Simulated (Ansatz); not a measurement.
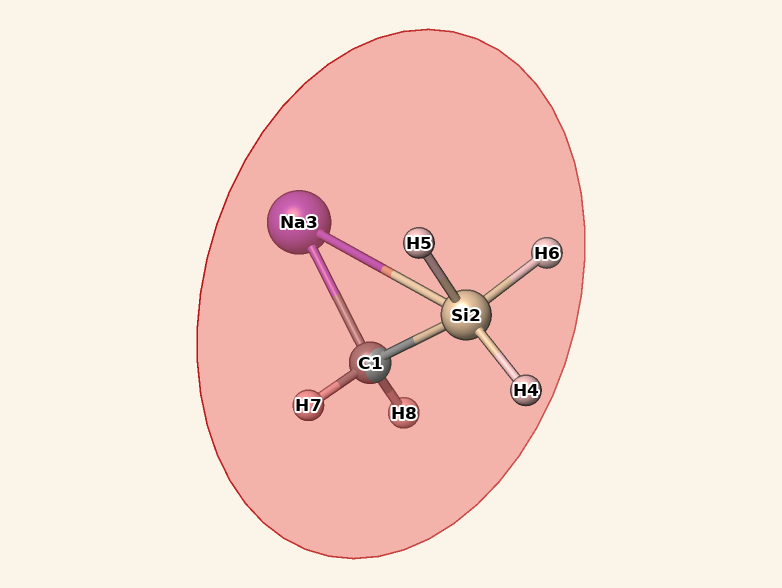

A disc through the centre of mass is drawn in. Depth is shown by fading: the farther an atom, the more it takes the colour of the background. The geometry was computed by an optimisation with PBE-D4/def2-SVP. No frequency run is at hand to confirm it as a minimum.

**Is the plane of the disc a mirror plane of the structure?**

No. The point group is Cs, with 1 mirror plane, and this plane isn't one of its mirror planes.
